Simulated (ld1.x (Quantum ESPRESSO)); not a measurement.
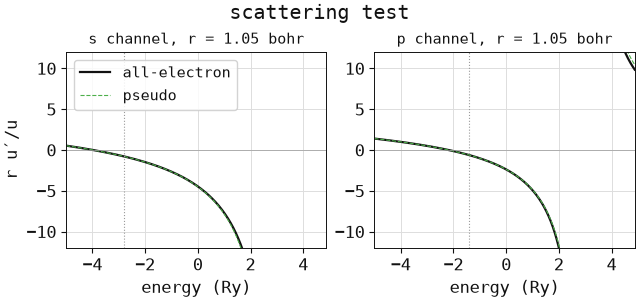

Logarithmic derivatives r u′/u at the test radius against energy, all-electron atom (solid) and pseudo-atom (dashed). Here u = r R(r). The dotted line marks the reference energy of the channel.

```
Element                 : F
Generator               : ld1.x (Quantum ESPRESSO) 7.5
Type                    : norm-conserving Troullier–Martins (Kleinman–Bylander form)
Functional              : PBEsol
Relativity              : scalar-relativistic
Frozen core             : [He]
Valence charge          : 7
Reference configuration : 2s2 2p4.5 (charge +0.5)
Partial waves           : 2p (bound): rc 0.95 bohr; 2s (bound): rc 0.80 bohr
Local potential         : the s channel
Core correction         : a·sin(br)/r model core inside 0.45 bohr
```

At which energies does the logarithmic derivative pass through zero?

Answer. s: all-electron -4.0 Ry, pseudo -4.0 Ry; p: all-electron -2.2 Ry, pseudo -2.2 Ry.

Where are the poles, the energies at which the radial function vanishes at the test radius?

Answer. s: all-electron at 3.3 Ry, pseudo at 3.2 Ry; p: all-electron at 3.1 Ry, pseudo at 3.1 Ry.
